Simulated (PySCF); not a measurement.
**C$_{4}$HF$_{5}$: density, localisation and related maps**

Input

```
{"job": {"kind": "uv", "xc": "B3LYP", "basis": "def2-SVPD", "nstates": 8, "ntriplets": 3}, "charge": 0, "multiplicity": 1}
F     -1.804680     1.812953    -0.484672
C     -1.151897     0.726707    -0.205948
C     -0.005140     0.111724    -0.079045
C      1.473771     0.122099    -0.125282
F      1.946202     1.306869    -0.527196
F      1.943978    -0.797781    -0.981105
F      2.020920    -0.140489     1.065124
C     -1.252423    -0.686631     0.214224
F     -1.551687    -0.957048     1.515909
H     -1.610161    -1.493748    -0.414538
```

Command:

```sh
OMP_NUM_THREADS=1 python probes_run.py task.json out
```

Geometry: GFN2-xTB.

Level of theory: PySCF 2.14.0, B3LYP/def2-SVPD, SCF density, gas phase.

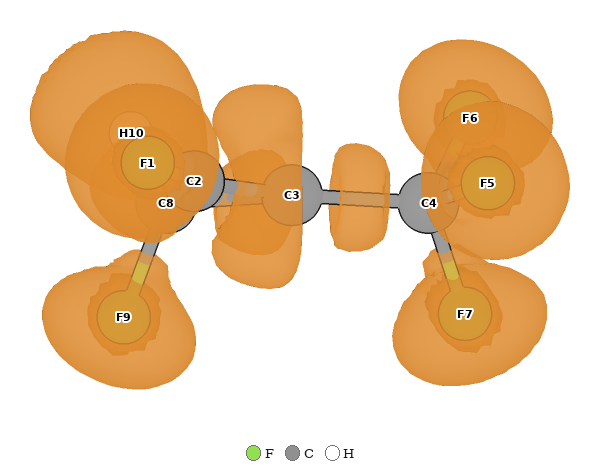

Figure 1. Isosurface of the electron localisation function at 0.75 (orange), seen from one side. Core shells and regions of very low density are left out.

### What do the ELF domains correspond to?

The ELF exceeds this value in four regions between bonded C–C atoms (shared pairs), one region around a hydrogen nucleus and five regions on F in which the atom's valence shell and bonds are merged. Along the contacts the grid gives the following. C–F (1.30 Å): the ELF peaks at about 0.85 between the atoms; a polar covalent bond. C–C (1.31 Å): the ELF peaks at about 0.85 between the atoms; a short, multiple covalent bond.

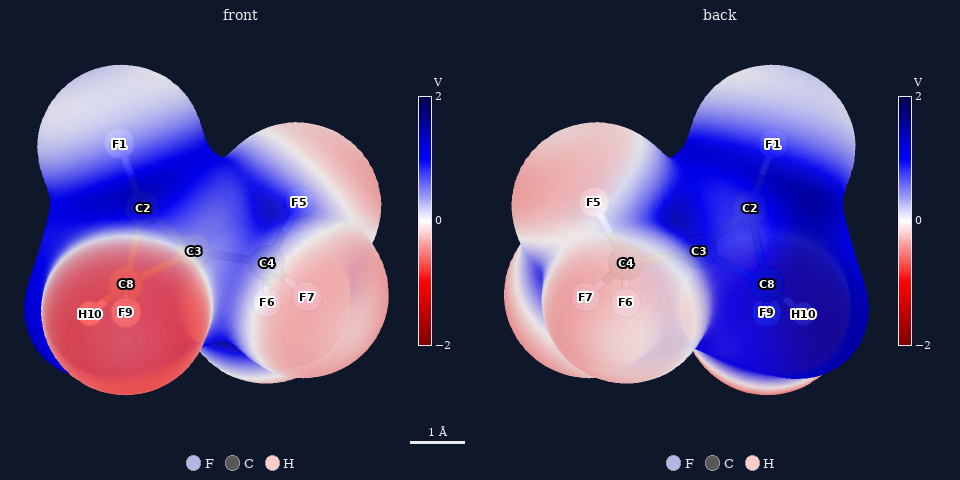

Figure 2. The electrostatic potential painted on the density surface at 0.002 e/bohr³, seen from the front and from behind; the colour scale runs from red (negative) to blue (positive).

### Where is the surface potential most negative and most positive?

The most negative region (about −0.7 V) lies over F9, the most positive (about +1.5 V) over C2, C4 and H10.

### How polar is the molecule by this calculation?

Its dipole moment is 1.83 D.

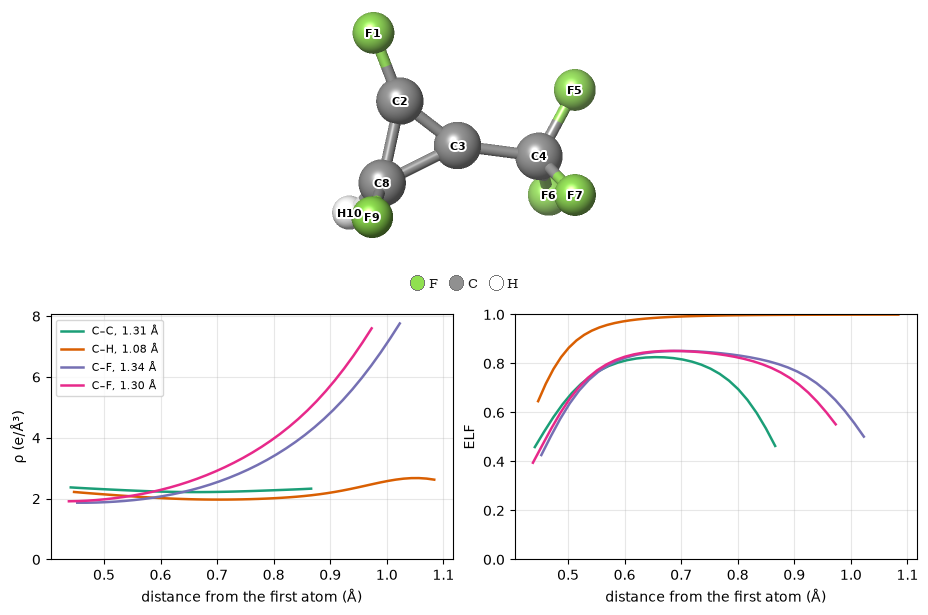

Figure 3. Total electron density and electron localisation function along straight lines between neighbouring atoms. The curves leave out the atomic cores. The structure is drawn too.

### What kind of bonding do the profiles show?

C–C (1.31 Å): ρ at the midpoint is about 2.2 e/Å³; the ELF peaks at about 0.85 between the atoms (a short, multiple covalent bond).
C–H (1.08 Å): ρ is about 2.1 e/Å³ halfway; the ELF climbs to about 1 towards the hydrogen, as it does in any bond to H; a covalent bond by its length.
C–F (1.34 Å): ρ at the midpoint is about 2.4 e/Å³; the ELF peaks at about 0.85 between the atoms; a shared but strongly polarised pair.
C–F (1.30 Å): the density is about 2.6 e/Å³ at the midpoint; the ELF peaks at about 0.85 between the atoms (a shared but strongly polarised pair).
